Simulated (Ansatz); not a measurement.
# AlP (triplet): B2PLYP, RPA-PBE over vertical spin and charge gaps, cc-pVTZ

How well do these functionals follow the top wave-function level for AlP (triplet) over vertical spin and charge gaps?

Method: cc-pVTZ, all electrons in the functionals, frozen cores in the correlation of double hybrids and RPA; program: Ansatz 0.2.0, Gaussian basis.

The runs, in order: B2PLYP, RPA-PBE, at charge 0, triplet; charge 0, singlet; charge 0, quintet; charge 1, doublet; charge 1, quartet.

26 further runs of the same task are left out: 6 for a known fault of the program, 9 that didn't finish, 11 set aside as unsound or not needed.

**1. What is computed**

The geometry is a PBE0/def2-TZVP stationary point (not a proven minimum).

2 atoms, charge 0, spin multiplicity 3.

Atoms are counted from 1 here; the program's logs count them from 0.

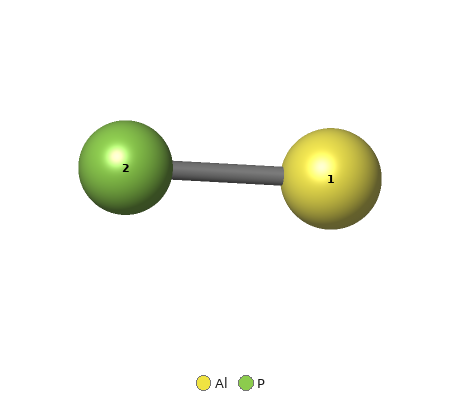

The structure; aluminium yellow, phosphorus green; atoms are numbered from 1 in the order of the file.

No dispersion term is added.

The geometry shown and the zero of energy belong to the point charge 0, triplet. The yardstick, UCCSDT(Q), and other wave-function levels (R restricted, U unrestricted, valence and pair active spaces) come from earlier runs.

**2. B2PLYP, charge 0, triplet**

File in.yaml:

```yaml
crystal:
  periodic: [false, false, false]
  atoms:
    - {symbol: Al, position_ang: [0.000000, 0.000000, 0.000000]}
    - {symbol: P, position_ang: [0.000000, 0.000000, 2.208000]}
basis:
  gaussian: {orbitals: cc-pVTZ}
magnetization: {spin_polarized: true, initial_magnetization: 2}
hamiltonian: {xc: {name: B2PLYP}}
correlation: {electrons: outside_noble_gas}
```

The run is started by

```sh
ansatz run in.yaml --threads 1 --pin off --events-out ev --progress --plain --max-ram 2393MiB
```

The program printed:

```text
Functional definition: B2PLYP
  name "B2PLYP"
  cite "Grimme, J. Chem. Phys. 124, 034108 (2006) doi:10.1063/1.2148954"
  cite "Becke, Phys. Rev. A 38, 3098 (1988) doi:10.1103/PhysRevA.38.3098"
  cite "Lee, Yang & Parr, Phys. Rev. B 37, 785 (1988) doi:10.1103/PhysRevB.37.785"
  parameter a = 0.53
  parameter c = 0.27
  exchange = (1 - a)*b88_x + a*exact_x
  correlation = (1 - c)*lyp_c + c*(mp2_os + mp2_ss)
417 factors; integrals over basis functions are off by at most 1.2e-3 eV
mean field evaluation 1: about -15874.3991 eV, gradient 1.1e1 eV
mean field evaluation 2: about -15874.4755 eV, gradient 1.1e1 eV
mean field evaluation 4: about -15875.7179 eV, gradient 1.3e0 eV
mean field evaluation 8: about -15875.7457 eV, gradient 3.3e-2 eV
mean field evaluation 16: about -15875.7457 eV, gradient 5.9e-4 eV
mean field evaluation 32: about -15875.7458 eV, gradient 6.0e-2 eV
mean field evaluation 64: about -15875.5824 eV, gradient 2.6e0 eV
mean field -15875.74735050 eV, -583.4229541630 hartree, gradient 4.3e-6 eV, S^2 2.048535; 4 other end points of the search recorded, 0 dependent functions left out
10 core orbitals not correlated: weight in the atoms' cores, before any rotation towards them, 1.000 or more for the frozen orbitals, at most 0.000 for the correlated occupied ones
reference -15875.74746219 eV, -583.4229582674 hartree; 5, 3 occupied and 53, 55 virtual orbitals, 417 factors
second order -5.65447943 eV of doubles, -0.00000000 eV of singles
Total energy: -15877.27417164 eV, -583.4790638047 hartree
```

It took 9 s on 1 thread of Arm Neoverse V2, shared host.

From the report: ⟨S²⟩ of the determinant 2.049 (pure triplet: 2.00).

**3. B2PLYP, charge 0, singlet**

in.yaml, as its differences from that of step 2:

```diff
@@ -7,3 +7,3 @@
   gaussian: {orbitals: cc-pVTZ}
-magnetization: {spin_polarized: true, initial_magnetization: 2}
+magnetization: {spin_polarized: true, initial_magnetization: 0}
 hamiltonian: {xc: {name: B2PLYP}}
```

Launched as before.

The program printed, shortened:

```text
Functional definition: B2PLYP
  name "B2PLYP"
  cite "Grimme, J. Chem. Phys. 124, 034108 (2006) doi:10.1063/1.2148954"
  cite "Becke, Phys. Rev. A 38, 3098 (1988) doi:10.1103/PhysRevA.38.3098"
  cite "Lee, Yang & Parr, Phys. Rev. B 37, 785 (1988) doi:10.1103/PhysRevB.37.785"
[...]
417 factors; integrals over basis functions are off by at most 1.2e-3 eV
[...]
mean field -15875.61078909 eV, -583.4179356235 hartree, gradient 3.0e-7 eV, S^2 1.031829; 15 other end points of the search recorded, 0 dependent functions left out
10 core orbitals not correlated: weight in the atoms' cores, before any rotation towards them, 1.000 or more for the frozen orbitals, at most 0.000 for the correlated occupied ones
reference -15875.61090107 eV, -583.4179397386 hartree; 4, 4 occupied and 54, 54 virtual orbitals, 417 factors
second order -5.74306746 eV of doubles, -0.00000000 eV of singles
Total energy: -15877.16152928 eV, -583.4749242745 hartree
```

Wall time 17 s (1 thread of Arm Neoverse V2, shared host).

From the report: ⟨S²⟩ of the determinant 1.032 (pure singlet: 0.00). The determinant is far from a pure spin state, so its energy mixes those of several spin states (harmless only where they are near-degenerate, as at dissociation).

From charge 0, triplet: +0.113 eV.

**4. B2PLYP, charge 0, quintet**

in.yaml, as its differences from that of step 3:

```diff
@@ -7,3 +7,3 @@
   gaussian: {orbitals: cc-pVTZ}
-magnetization: {spin_polarized: true, initial_magnetization: 0}
+magnetization: {spin_polarized: true, initial_magnetization: 4}
 hamiltonian: {xc: {name: B2PLYP}}
```

Same command.

The program printed, shortened:

```text
Functional definition: B2PLYP
  name "B2PLYP"
  cite "Grimme, J. Chem. Phys. 124, 034108 (2006) doi:10.1063/1.2148954"
  cite "Becke, Phys. Rev. A 38, 3098 (1988) doi:10.1103/PhysRevA.38.3098"
  cite "Lee, Yang & Parr, Phys. Rev. B 37, 785 (1988) doi:10.1103/PhysRevB.37.785"
[...]
417 factors; integrals over basis functions are off by at most 1.2e-3 eV
[...]
mean field -15873.78810809 eV, -583.3509533324 hartree, gradient 2.2e-6 eV, S^2 6.008836; 0 other end points of the search recorded, 0 dependent functions left out
10 core orbitals not correlated: weight in the atoms' cores, before any rotation towards them, 1.000 or more for the frozen orbitals, at most 0.000 for the correlated occupied ones
reference -15873.78822154 eV, -583.3509575015 hartree; 6, 2 occupied and 52, 56 virtual orbitals, 417 factors
second order -4.59832749 eV of doubles, -0.00000000 eV of singles
Total energy: -15875.02976996 eV, -583.3965835645 hartree
```

It took 2.2 s on 1 thread of Arm Neoverse V2, shared host.

From the report: ⟨S²⟩ of the determinant 6.009 (pure quintet: 6.00).

From charge 0, triplet: +2.244 eV.

**5. B2PLYP, charge 1, doublet**

in.yaml, as its differences from that of step 4:

```diff
@@ -7,3 +7,4 @@
   gaussian: {orbitals: cc-pVTZ}
-magnetization: {spin_polarized: true, initial_magnetization: 4}
+total_charge: 1
+magnetization: {spin_polarized: true, initial_magnetization: 1}
 hamiltonian: {xc: {name: B2PLYP}}
```

Launched as before.

The program printed, shortened:

```text
Functional definition: B2PLYP
  name "B2PLYP"
  cite "Grimme, J. Chem. Phys. 124, 034108 (2006) doi:10.1063/1.2148954"
  cite "Becke, Phys. Rev. A 38, 3098 (1988) doi:10.1103/PhysRevA.38.3098"
  cite "Lee, Yang & Parr, Phys. Rev. B 37, 785 (1988) doi:10.1103/PhysRevB.37.785"
[...]
417 factors; integrals over basis functions are off by at most 1.2e-3 eV
[...]
mean field -15868.21148168 eV, -583.1460160918 hartree, gradient 1.4e-6 eV, S^2 1.779909; 10 other end points of the search recorded, 0 dependent functions left out
10 core orbitals not correlated: weight in the atoms' cores, before any rotation towards them, 1.000 or more for the frozen orbitals, at most 0.000 for the correlated occupied ones
reference -15868.21159583 eV, -583.1460202866 hartree; 4, 3 occupied and 54, 55 virtual orbitals, 417 factors
second order -4.12931091 eV of doubles, -0.00000000 eV of singles
Total energy: -15869.32650978 eV, -583.1869926184 hartree
```

It took 13 s on 1 thread of Arm Neoverse V2, shared host.

From the report: ⟨S²⟩ of the determinant 1.780 (pure doublet: 0.75). The determinant is far from a pure spin state, so its energy mixes those of several spin states (harmless only where they are near-degenerate, as at dissociation).

From charge 0, triplet: +7.948 eV.

**6. B2PLYP, charge 1, quartet**

in.yaml, as its differences from that of step 5:

```diff
@@ -8,3 +8,3 @@
 total_charge: 1
-magnetization: {spin_polarized: true, initial_magnetization: 1}
+magnetization: {spin_polarized: true, initial_magnetization: 3}
 hamiltonian: {xc: {name: B2PLYP}}
```

Same command.

The program printed, shortened:

```text
Functional definition: B2PLYP
  name "B2PLYP"
  cite "Grimme, J. Chem. Phys. 124, 034108 (2006) doi:10.1063/1.2148954"
  cite "Becke, Phys. Rev. A 38, 3098 (1988) doi:10.1103/PhysRevA.38.3098"
  cite "Lee, Yang & Parr, Phys. Rev. B 37, 785 (1988) doi:10.1103/PhysRevB.37.785"
[...]
417 factors; integrals over basis functions are off by at most 1.2e-3 eV
[...]
mean field -15868.42592936 eV, -583.1538968985 hartree, gradient 8.1e-7 eV, S^2 3.762280; 0 other end points of the search recorded, 0 dependent functions left out
10 core orbitals not correlated: weight in the atoms' cores, before any rotation towards them, 1.000 or more for the frozen orbitals, at most 0.000 for the correlated occupied ones
reference -15868.42604364 eV, -583.1539010983 hartree; 5, 2 occupied and 53, 56 virtual orbitals, 417 factors
second order -4.39114538 eV of doubles, -0.00000000 eV of singles
Total energy: -15869.61165289 eV, -583.1974714347 hartree
```

Run time: 2 s. Hardware: 1 thread of Arm Neoverse V2, shared host.

From the report: ⟨S²⟩ of the determinant 3.762 (pure quartet: 3.75).

From charge 0, triplet: +7.663 eV.

**7. RPA-PBE, charge 0, triplet**

File in.yaml:

```yaml
crystal:
  periodic: [false, false, false]
  atoms:
    - {symbol: Al, position_ang: [0.000000, 0.000000, 0.000000]}
    - {symbol: P, position_ang: [0.000000, 0.000000, 2.208000]}
basis:
  gaussian: {orbitals: cc-pVTZ}
magnetization: {spin_polarized: true, initial_magnetization: 2}
hamiltonian: {xc: {name: PBE}}
correlation: {method: rpa, electrons: outside_noble_gas}
```

Same command.

The program printed, shortened:

```text
Functional definition: PBE
  name "PBE"
  cite "Perdew, Burke & Ernzerhof, Phys. Rev. Lett. 77, 3865 (1996) doi:10.1103/PhysRevLett.77.3865"
  parent pbe
[...]
417 factors; integrals over basis functions are off by at most 1.2e-3 eV
[...]
mean field -15875.90906866 eV, -583.4288971955 hartree, gradient 4.3e-6 eV, S^2 2.006934; 9 other end points of the search recorded, 0 dependent functions left out
10 core orbitals not correlated: weight in the atoms' cores, before any rotation towards them, 1.000 or more for the frozen orbitals, at most 0.000 for the correlated occupied ones
reference -15853.35869525 eV, -582.6001862580 hartree; 5, 3 occupied and 53, 55 virtual orbitals, 417 factors
Total energy: -15862.35539435 eV, -582.9308088518 hartree
```

Run time: 6.5 s. Hardware: 1 thread of Arm Neoverse V2, shared host.

From the report: ⟨S²⟩ of the determinant 2.007 (pure triplet: 2.00).

**8. RPA-PBE, charge 0, singlet**

in.yaml, as its differences from that of step 7:

```diff
@@ -7,3 +7,3 @@
   gaussian: {orbitals: cc-pVTZ}
-magnetization: {spin_polarized: true, initial_magnetization: 2}
+magnetization: {spin_polarized: true, initial_magnetization: 0}
 hamiltonian: {xc: {name: PBE}}
```

Launched as before.

The program printed, shortened:

```text
Functional definition: PBE
  name "PBE"
  cite "Perdew, Burke & Ernzerhof, Phys. Rev. Lett. 77, 3865 (1996) doi:10.1103/PhysRevLett.77.3865"
  parent pbe
[...]
417 factors; integrals over basis functions are off by at most 1.2e-3 eV
[...]
mean field -15875.76904976 eV, -583.4237515958 hartree, gradient 1.4e-6 eV, S^2 1.015683; 18 other end points of the search recorded, 0 dependent functions left out
10 core orbitals not correlated: weight in the atoms' cores, before any rotation towards them, 1.000 or more for the frozen orbitals, at most 0.000 for the correlated occupied ones
reference -15853.20048935 eV, -582.5943722984 hartree; 4, 4 occupied and 54, 54 virtual orbitals, 417 factors
Total energy: -15862.21778680 eV, -582.9257518676 hartree
```

Wall time 18 s (1 thread of Arm Neoverse V2, shared host).

From the report: ⟨S²⟩ of the determinant 1.016 (pure singlet: 0.00). The determinant is far from a pure spin state, so its energy mixes those of several spin states (harmless only where they are near-degenerate, as at dissociation).

From charge 0, triplet: +0.138 eV.

**9. RPA-PBE, charge 0, quintet**

in.yaml, as its differences from that of step 8:

```diff
@@ -7,3 +7,3 @@
   gaussian: {orbitals: cc-pVTZ}
-magnetization: {spin_polarized: true, initial_magnetization: 0}
+magnetization: {spin_polarized: true, initial_magnetization: 4}
 hamiltonian: {xc: {name: PBE}}
```

Same command.

The program printed, shortened:

```text
Functional definition: PBE
  name "PBE"
  cite "Perdew, Burke & Ernzerhof, Phys. Rev. Lett. 77, 3865 (1996) doi:10.1103/PhysRevLett.77.3865"
  parent pbe
[...]
417 factors; integrals over basis functions are off by at most 1.2e-3 eV
[...]
mean field -15873.63571170 eV, -583.3453528682 hartree, gradient 9.1e-7 eV, S^2 6.003777; 2 other end points of the search recorded, 0 dependent functions left out
10 core orbitals not correlated: weight in the atoms' cores, before any rotation towards them, 1.000 or more for the frozen orbitals, at most 0.000 for the correlated occupied ones
reference -15852.23837728 eV, -582.5590153318 hartree; 6, 2 occupied and 52, 56 virtual orbitals, 417 factors
Total energy: -15860.14969885 eV, -582.8497510370 hartree
```

Run time: 2.1 s. Hardware: 1 thread of Arm Neoverse V2, shared host.

From the report: ⟨S²⟩ of the determinant 6.004 (pure quintet: 6.00).

From charge 0, triplet: +2.206 eV.

**10. RPA-PBE, charge 1, doublet**

in.yaml, as its differences from that of step 9:

```diff
@@ -7,3 +7,4 @@
   gaussian: {orbitals: cc-pVTZ}
-magnetization: {spin_polarized: true, initial_magnetization: 4}
+total_charge: 1
+magnetization: {spin_polarized: true, initial_magnetization: 1}
 hamiltonian: {xc: {name: PBE}}
```

Launched as before.

The program printed, shortened:

```text
Functional definition: PBE
  name "PBE"
  cite "Perdew, Burke & Ernzerhof, Phys. Rev. Lett. 77, 3865 (1996) doi:10.1103/PhysRevLett.77.3865"
  parent pbe
[...]
417 factors; integrals over basis functions are off by at most 1.2e-3 eV
[...]
mean field -15867.78960647 eV, -583.1305124637 hartree, gradient 1.6e-6 eV, S^2 1.763162; 10 other end points of the search recorded, 0 dependent functions left out
10 core orbitals not correlated: weight in the atoms' cores, before any rotation towards them, 1.000 or more for the frozen orbitals, at most 0.000 for the correlated occupied ones
reference -15846.68574074 eV, -582.3549597029 hartree; 4, 3 occupied and 54, 55 virtual orbitals, 417 factors
Total energy: -15854.07789719 eV, -582.6266164419 hartree
```

Run time: 11 s. Hardware: 1 thread of Arm Neoverse V2, shared host.

From the report: ⟨S²⟩ of the determinant 1.763 (pure doublet: 0.75). The determinant is far from a pure spin state, so its energy mixes those of several spin states (harmless only where they are near-degenerate, as at dissociation).

From charge 0, triplet: +8.277 eV.

**11. RPA-PBE, charge 1, quartet**

in.yaml, as its differences from that of step 10:

```diff
@@ -8,3 +8,3 @@
 total_charge: 1
-magnetization: {spin_polarized: true, initial_magnetization: 1}
+magnetization: {spin_polarized: true, initial_magnetization: 3}
 hamiltonian: {xc: {name: PBE}}
```

Same command.

The program printed, shortened:

```text
Functional definition: PBE
  name "PBE"
  cite "Perdew, Burke & Ernzerhof, Phys. Rev. Lett. 77, 3865 (1996) doi:10.1103/PhysRevLett.77.3865"
  parent pbe
[...]
417 factors; integrals over basis functions are off by at most 1.2e-3 eV
[...]
mean field -15868.04427422 eV, -583.1398713308 hartree, gradient 4.6e-6 eV, S^2 3.753506; 1 other end points of the search recorded, 0 dependent functions left out
10 core orbitals not correlated: weight in the atoms' cores, before any rotation towards them, 1.000 or more for the frozen orbitals, at most 0.000 for the correlated occupied ones
reference -15846.92511223 eV, -582.3637564428 hartree; 5, 2 occupied and 53, 56 virtual orbitals, 417 factors
Total energy: -15854.31155194 eV, -582.6352030955 hartree
```

Run time: 1.8 s. Hardware: 1 thread of Arm Neoverse V2, shared host.

From the report: ⟨S²⟩ of the determinant 3.754 (pure quartet: 3.75).

From charge 0, triplet: +8.044 eV.

**12. Against the wave-function levels**

The yardstick is UCCSDT(Q), where the cluster series has nearly closed. It comes from earlier runs at the same points. Energies in eV, counted from charge 0, triplet; blanks weren't run or aren't comparable.

```tsv
level	triplet to singlet	triplet to quintet	ionisation to the doublet cation	ionisation to the quartet cation
UCCSDT(Q)		2.193		7.743
B2PLYP	0.113	2.244	7.948	7.663
RPA-PBE	0.138	2.206	8.277	8.044
```

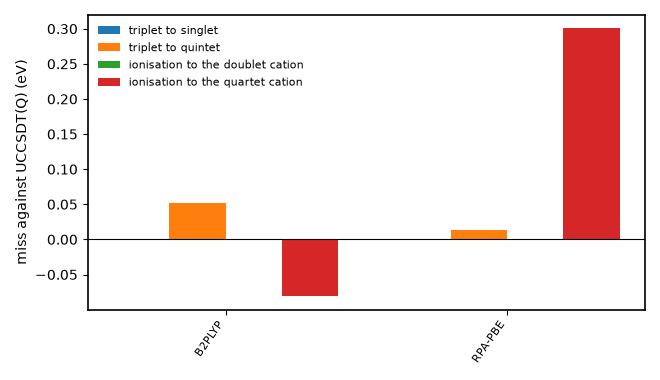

Misses of the gaps against UCCSDT(Q).

Largest miss and mean time a point (UCCSDT(Q) took 60 s a point; shared hosts):

```tsv
level	largest miss (eV)	where	time a point
B2PLYP	-0.081	ionisation to the quartet cation	8.6 s
RPA-PBE	+0.301	ionisation to the quartet cation	7.7 s
```

**13. Results**

| quantity | value |
| --- | --- |
| triplet to quintet, UCCSDT(Q) | 2.193 eV |
| ionisation to the quartet cation, UCCSDT(Q) | 7.743 eV |
| largest miss, B2PLYP | -0.081 eV (ionisation to the quartet cation) |
| largest miss, RPA-PBE | +0.301 eV (ionisation to the quartet cation) |

Misses are known at 2 of 4 points at best, and only functionals with that many are ranked. Of the functionals, B2PLYP keep the smallest largest miss at the points compared (at most 0.081 eV) and RPA-PBE strays most (0.301 eV, at ionisation to the quartet cation). B2PLYP, RPA-PBE clearly break the spin symmetry at some points (⟨S²⟩ up to 1.03 above the pure value), so energy there is bought with a mixed spin. Functionals and the yardstick converge differently with the basis, so part of each miss in cc-pVTZ is the basis.
